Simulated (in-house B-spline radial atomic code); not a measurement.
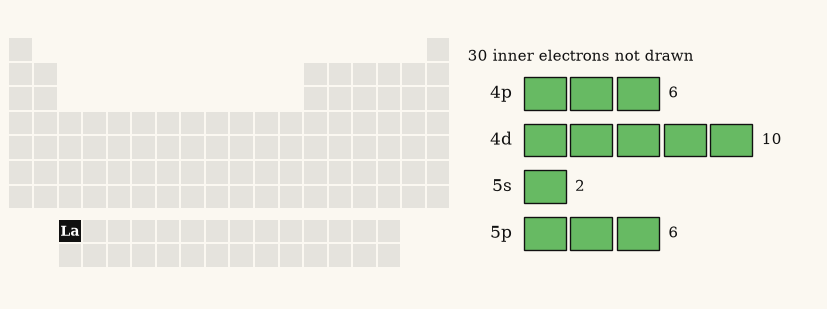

Left, the place of lanthanum in the periodic table; right, the outer shells of the closed core: a box for each of the 2l + 1 orbitals, shaded by the share of the shell that is filled, with the electron count at the right.

# La³⁺: many-body perturbation calculation

- system: La³⁺, core [Kr] 4d10 5s2 5p6.
- method: relativistic RPA (time-dependent Dirac-Hartree-Fock) and second-order many-body perturbation theory, no-pair Dirac-Coulomb, closed shell, B-spline basis (in-house B-spline radial atomic code)

Summary:

```tsv
quantity	value
outcome	converged
hardware	1 CPU thread, shared host
wall time	9.3 s
```

Input file:
```
basis_form = 2
Z = 57
core_configuration = [Kr] 4d10 5s2 5p6
rms_radius = 4.855
mass_number = 139
speed_of_light = 137.035999084
box_radius = 14.844
lmax = 7
intervals = 63
virtual_cutoff = 81225.0
```

The run was one of a batch that the task file lists, launched with:
```bash
python <driver script> task.json out
```

The program writes its results to a structured record and prints no log; tables and figures of this report are taken from that record.

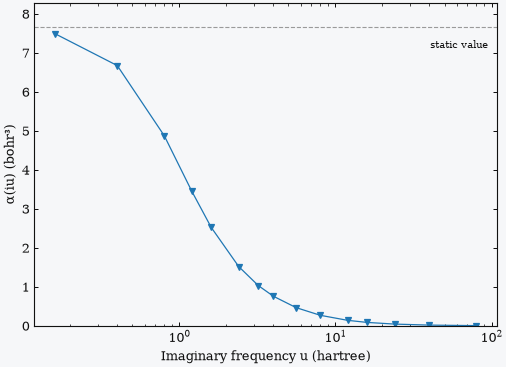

Dipole polarisability at imaginary frequency of La³⁺, [Kr] 4d¹⁰ 5s² 5p⁶. Relativistic RPA on Dirac–Hartree–Fock, no-pair Dirac–Coulomb, finite nucleus, computed with a B-spline radial code. The static dipole polarisability is 7.67 bohr³; α(iu) falls to half of it near u = 1.1 hartree. The Casimir–Polder integral gives C₆ = 49.1 hartree bohr⁶ for two such species.
